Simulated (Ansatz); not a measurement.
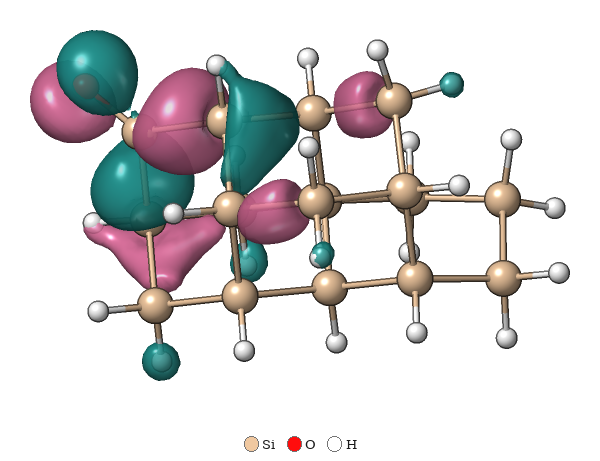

*H22OSi17. One frontier orbital at ±0.08 Å⁻³ᐟ² (teal and pink are the two phases), seen from one side.*

Geometry: r2SCAN-D4/def2-SVP.

Theory: RKS PBE0-D4/def2-TZVP (Ansatz 0.2.0).

```xyz
40

Si   -1.8376   -2.7586    2.8687
Si    1.2413   -2.8905   -0.2545
Si   -1.6618    2.5994   -2.7850
Si    1.1283   -0.1452   -2.8183
Si   -1.5945   -0.1984   -0.0999
Si    1.1026   -0.2083    2.6157
Si    1.0669    2.5640   -0.0705
Si    3.8188   -0.1184   -0.0592
Si   -3.0061   -1.4840    1.2739
Si   -2.9637    1.1745   -1.4305
Si   -0.2354   -1.5292   -1.4786
Si   -0.2738   -1.4606    4.0525
Si    2.4642   -1.5434    1.2374
Si   -0.2615    1.2458   -4.1200
Si   -0.3043    3.9373   -1.3977
Si    2.4479    1.2238   -1.4238
Si   -0.2561    1.1618    1.2714
O    -0.2620    1.2728   -5.6698
H    -2.8199   -3.3448    3.8373
H    -1.1349   -3.8891    2.1871
H     2.2034   -3.5122   -1.2216
H     0.5191   -3.9893    0.4582
H    -2.5237    3.4453   -3.6713
H     1.9993   -0.9805   -3.7061
H     2.0083    0.6625    3.4389
H     1.9412    3.4158    0.8034
H     4.7380   -0.9312   -0.9193
H     4.6466    0.7568    0.8320
H    -3.8608   -2.3767    0.4269
H    -3.9053   -0.5272    1.9974
H    -3.8414    0.3245   -2.2974
H    -3.8395    2.0009   -0.5379
H    -1.1078   -2.3614   -2.3718
H     0.5564   -2.3473    4.9296
H    -1.0206   -0.5008    4.9288
H     3.3335   -2.4128    2.0986
H     0.5398    4.8372   -2.2468
H    -1.1756    4.7874   -0.5235
H     3.2911    2.1104   -2.2929
H    -1.1604    1.9896    2.1385
```

Which orbital is it: HOMO or LUMO?

Answer. The HOMO, at −6.90 eV. By Hirshfeld shares it lies mainly on O18 (about 35 %), Si14 (about 15 %), Si4 (about 15 %) and Si3 (about 15 %).
